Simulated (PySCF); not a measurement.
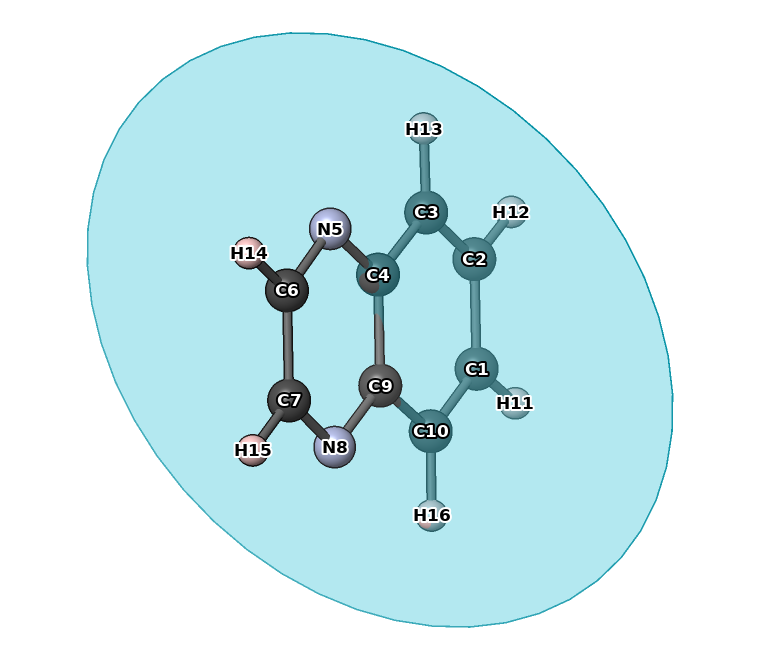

A disc through the centre of mass is drawn in. Depth is shown by fading: the farther an atom, the more it takes the colour of the background. Computed geometry: GFN2-xTB optimisation. No frequency run is at hand to confirm it as a minimum.

> Is the plane of the disc a mirror plane of the structure?

No. The point group is C2v, with 1 C2 axis and 2 mirror planes, and this plane isn't one of its mirror planes.
